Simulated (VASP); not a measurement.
Band structure of Cd (hcp). These are PBEsol GGA, VASP's PBE PAW potentials (set 64) (plane waves; VASP) values and carry that method's errors.

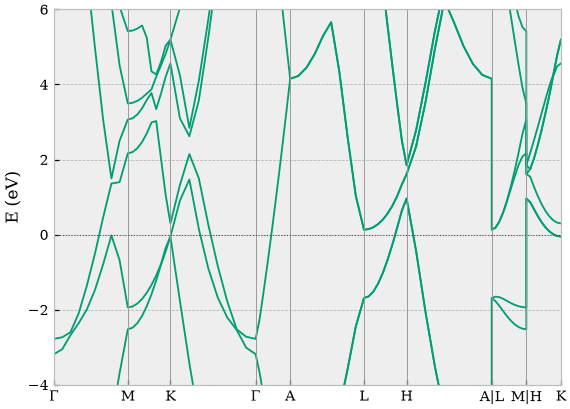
Bands along high-symmetry lines, zero at the valence-band maximum or, without a gap, the Fermi level

Question: Read the plot: is there a gap, and where are the band edges?

Answer: It has no gap at this level: it comes out as a metal or semimetal. (Edges off the drawn lines would not show.)

The compound is Cd in the hcp structure. It was relaxed first.
